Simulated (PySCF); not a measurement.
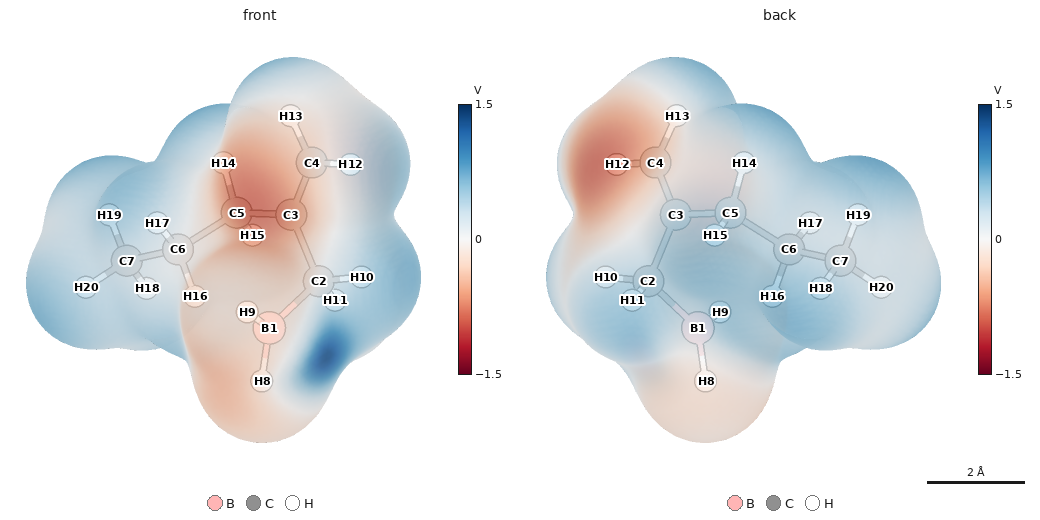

Figure 1: C6H13B (SMILES BCC(=C)CCC). The electrostatic potential painted on the density surface at 0.002 e/bohr³, seen from the front and from behind; the colour scale runs from red (negative) to blue (positive).

Geometry: GFN2-xTB.

These are results of PBE0/pcSseg-1, SCF density, gas phase, non-relativistic in PySCF, not measurements.

```yaml
atoms:
  - { symbol: B, position_ang: [1.4076, -1.2074, 1.0550] }
  - { symbol: C, position_ang: [1.7357, -0.5967, -0.3683] }
  - { symbol: C, position_ang: [0.9661, 0.6668, -0.6396] }
  - { symbol: C, position_ang: [1.5225, 1.8653, -0.7047] }
  - { symbol: C, position_ang: [-0.5144, 0.4547, -0.7940] }
  - { symbol: C, position_ang: [-1.1332, -0.0121, 0.5226] }
  - { symbol: C, position_ang: [-2.5604, -0.5129, 0.3541] }
  - { symbol: H, position_ang: [1.2175, -2.3568, 1.1851] }
  - { symbol: H, position_ang: [1.5425, -0.5331, 2.0030] }
  - { symbol: H, position_ang: [2.8032, -0.3628, -0.3934] }
  - { symbol: H, position_ang: [1.5430, -1.3017, -1.1805] }
  - { symbol: H, position_ang: [2.5823, 2.0122, -0.5804] }
  - { symbol: H, position_ang: [0.9397, 2.7536, -0.8858] }
  - { symbol: H, position_ang: [-0.9969, 1.3775, -1.1218] }
  - { symbol: H, position_ang: [-0.6904, -0.3091, -1.5574] }
  - { symbol: H, position_ang: [-0.5053, -0.8226, 0.9272] }
  - { symbol: H, position_ang: [-1.1065, 0.8065, 1.2450] }
  - { symbol: H, position_ang: [-2.5944, -1.3474, -0.3431] }
  - { symbol: H, position_ang: [-3.1962, 0.2812, -0.0326] }
  - { symbol: H, position_ang: [-2.9674, -0.8446, 1.3066] }
```

Which sites attract a positive test charge, and which a negative one?

A positive charge is drawn to the negative regions and a negative charge to the positive ones. The most negative region (about −0.9 V) lies over the π face of C3 and C4, the most positive (about +1.1 V) over B1.

How polar is the molecule by this calculation?

Its dipole moment is 0.96 D.
